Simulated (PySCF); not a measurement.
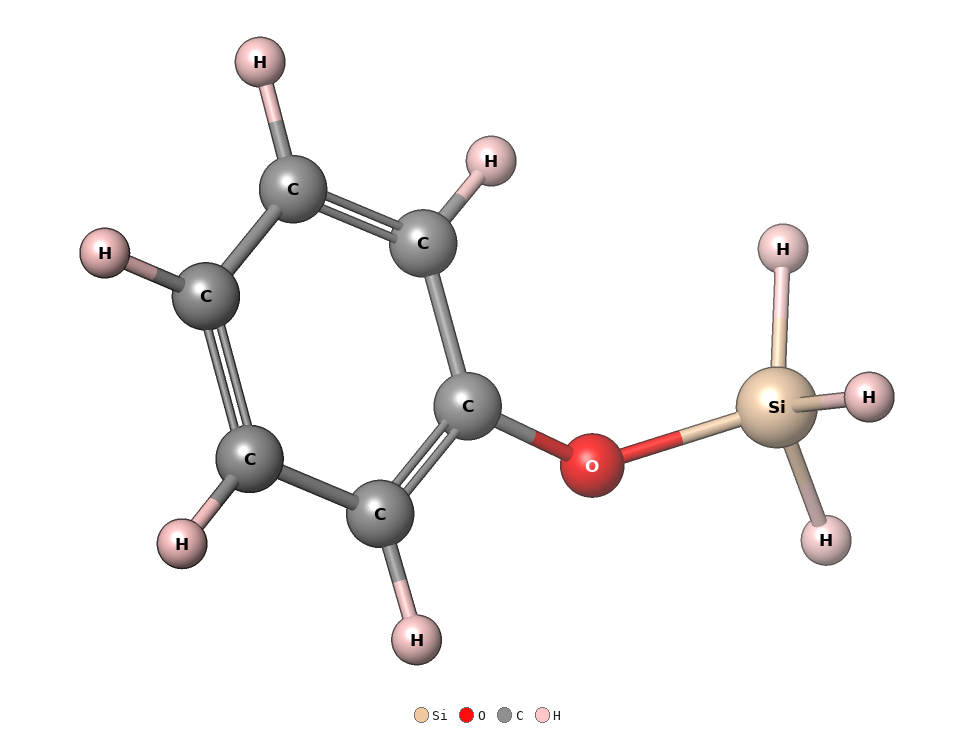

Orthographic view. Distant atoms are faded towards the background colour. Geometry: an image of a reaction path computed with GFN2-xTB, not a minimum.

Q: Write the InChI string.

A: InChI=1S/C6H8OSi/c8-7-6-4-2-1-3-5-6/h1-5H,8H3
